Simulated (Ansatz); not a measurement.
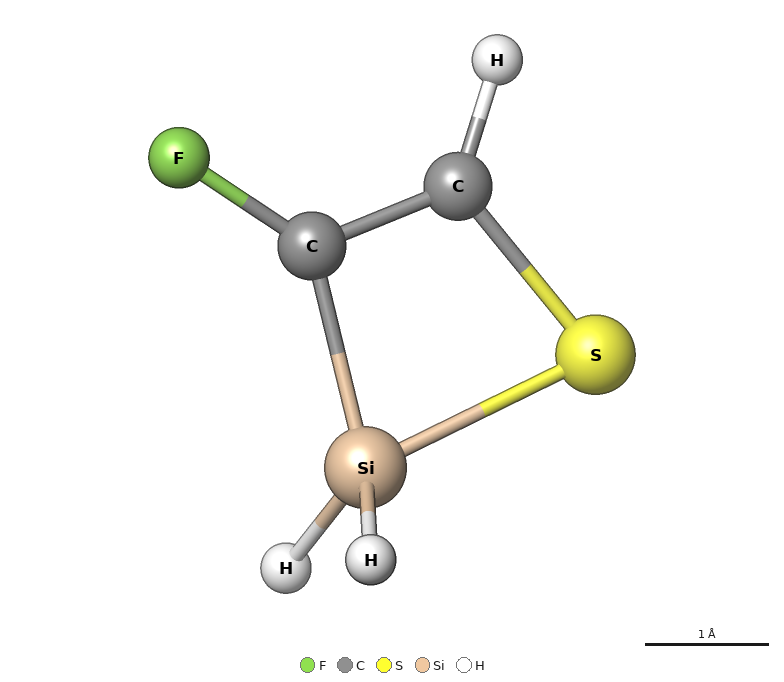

The picture shows the input geometry.

Ansatz 0.2.0 input:

```yaml
crystal:
  periodic: [false, false, false]
  atoms:
    - {symbol: F, position_ang: [-0.142604, 0.331127, 2.154481]}
    - {symbol: C, position_ang: [0.068410, 0.067893, 0.866465]}
    - {symbol: C, position_ang: [1.137868, -0.546463, 0.355305]}
    - {symbol: S, position_ang: [0.945065, -0.659522, -1.423221]}
    - {symbol: Si, position_ang: [-0.840309, 0.347207, -0.728821]}
    - {symbol: H, position_ang: [2.015848, -0.940774, 0.855994]}
    - {symbol: H, position_ang: [-0.990456, 1.745634, -1.196426]}
    - {symbol: H, position_ang: [-2.101623, -0.402102, -0.939576]}
basis:
  gaussian: {orbitals: ANO-RCC-VTZP, point_charges: [{charge: 1.00, position_ang: [6.752, -0.318, 0.200]}]}
hamiltonian: {xc: {name: PBE0-DH}, pseudopotentials: {relativity: none}}
```

It was started with:

```sh
ansatz run in.yaml --threads 2 --pin off --events-out ev --progress --plain --max-ram 4352MiB
```

Output:

```
Functional definition: PBE0-DH
  name "PBE0-DH"
  cite "Brémond & Adamo, J. Chem. Phys. 135, 024106 (2011) doi:10.1063/1.3604569"
  cite "Perdew, Burke & Ernzerhof, Phys. Rev. Lett. 77, 3865 (1996) doi:10.1103/PhysRevLett.77.3865"
  parameter a = 1/2
  parameter c = 1/8
  exchange = (1 - a)*pbe_x + a*exact_x
  correlation = (1 - c)*pbe_c + c*(mp2_os + mp2_ss)
1205 factors; integrals over basis functions are off by at most 9.8e-4 eV
mean field evaluation 1: about -23523.7716 eV, gradient 3.3e1 eV
mean field evaluation 2: about -23524.2759 eV, gradient 3.2e1 eV
mean field evaluation 4: about -23526.5406 eV, gradient 4.8e0 eV
mean field evaluation 8: about -23526.6058 eV, gradient 5.6e-1 eV
mean field evaluation 16: about -23526.6065 eV, gradient 2.3e-4 eV
mean field -23526.60653489 eV, -864.5868432504 hartree, gradient 4.7e-6 eV, S^2 0.000000; 0 other end points of the search recorded, 0 dependent functions left out
13 core orbitals not correlated: weight in the atoms' cores, before any rotation towards them, 1.000 or more for the frozen orbitals, at most 0.000 for the correlated occupied ones
reference -23526.60656463 eV, -864.5868443435 hartree; 14, 14 occupied and 173, 173 virtual orbitals, 1205 factors
second order -28.60240100 eV of doubles, -0.00000000 eV of singles
WARN: the results are in doubt because the basis set is contracted for relativity, which is off
Total energy: -23530.18186476 eV, -864.7182341997 hartree
In doubt: the basis set is contracted for relativity, which is off
```

The calculation finished and met its thresholds.
